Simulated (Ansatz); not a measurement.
# CH$_{4}$OSi (SMILES C[SiH]=O): what the fields show

The calculation's input:

```
basis:
  gaussian:
    orbitals: def2-TZVPD
crystal:
  periodic: [false, false, false]
  atoms:
    - {symbol: C, position_ang: [-0.888554, -0.348156, -1.555971]}
    - {symbol: O, position_ang: [2.045220, -0.950430, -1.997119]}
    - {symbol: Si, position_ang: [0.827087, -0.861229, -1.072426]}
    - {symbol: H, position_ang: [-1.597828, -1.156510, -1.331521]}
    - {symbol: H, position_ang: [-0.943822, -0.104397, -2.621804]}
    - {symbol: H, position_ang: [-1.196801, 0.526839, -0.967511]}
    - {symbol: H, position_ang: [0.901727, -1.194535, 0.382670]}
hamiltonian:
  xc: {name: PBE0}
output: {forces: true, orbitals: {seedname: orbitals}}
```

Run with:

```sh
ansatz run input.yaml --threads 1 --pin off --max-ram 2610MiB --events-out events.jsonl --progress --plain --runs-dir runs
```

Geometry: PBE0-D3(BJ)/pcseg-1.

All numbers below come from isolated molecule in a Gaussian basis; Kohn-Sham density functional theory, functional PBE0 (Ansatz 0.2.0).

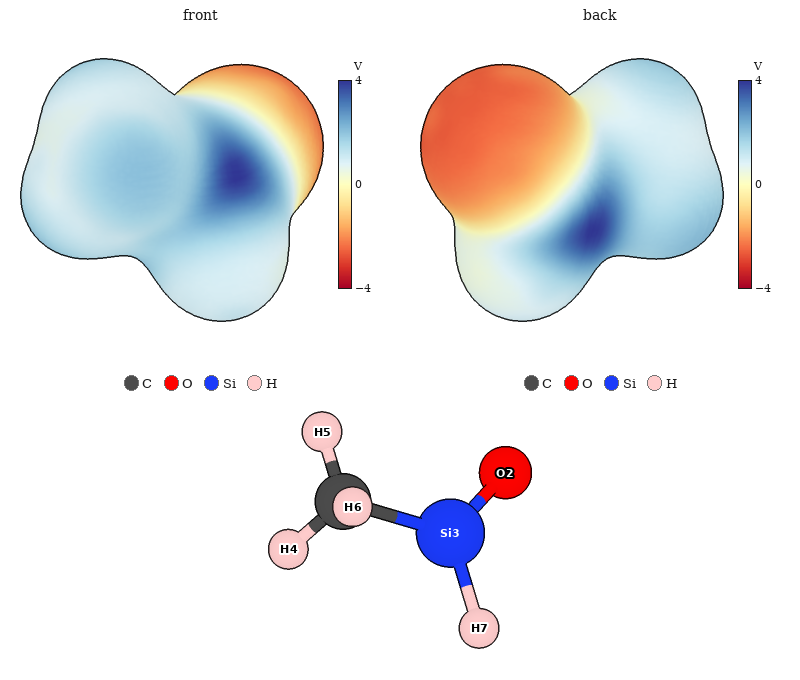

Figure 1. The electrostatic potential painted on the density surface at 0.004 e/bohr³, seen from the front and from behind; red is negative and blue positive. The bare structure is drawn below in the same view.

Describe the electrostatic potential map.

Answer. The most negative region (about −2.6 V) lies over O2, the most positive (about +3.9 V) over Si3. O2 is the likeliest acceptor of a hydrogen bond.

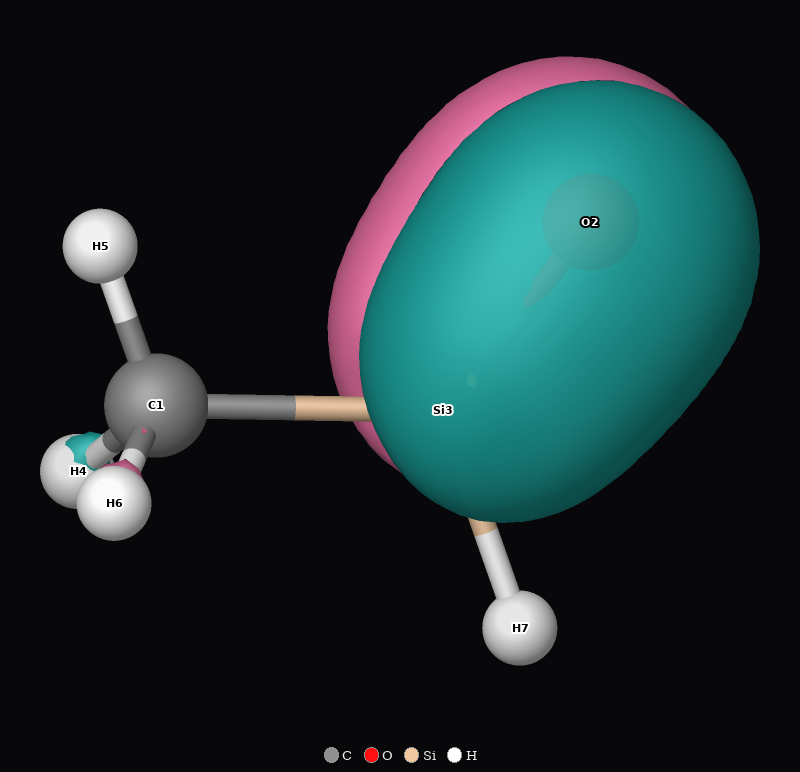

Figure 2. The HOMO−1 at ±0.1 Å⁻³ᐟ² (teal and pink are the two phases), seen across its widest extent.

Describe this orbital and give its energy.

Answer. Its weight (Hirshfeld) is mainly on O2 (about 70 %) and Si3 (about 25 %). Its energy is −8.70 eV.

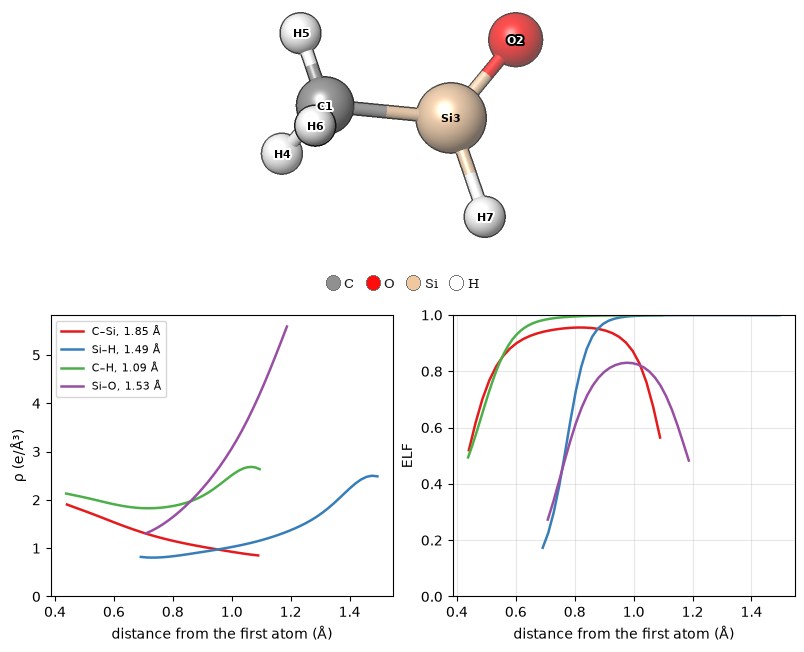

Figure 3. Total electron density and electron localisation function along straight lines between neighbouring atoms. The curves leave out the atomic cores. The structure is drawn too.

What can be read from the curves?

Answer. C–Si (1.85 Å): ρ at the midpoint is about 1 e/Å³; the ELF peaks at about 0.95 between the atoms (a shared electron pair).
Si–H (1.49 Å): the density is about 0.81 e/Å³ at the midpoint; the ELF climbs to about 1 towards the hydrogen, as it does in any bond to H.
C–H (1.09 Å): ρ at the midpoint is about 2 e/Å³; the ELF climbs to about 1 towards the hydrogen: a covalent bond by its length.
Si–O (1.53 Å): the density is about 1.5 e/Å³ at the midpoint; the ELF peaks at about 0.85 between the atoms (a short, strongly polar bond).
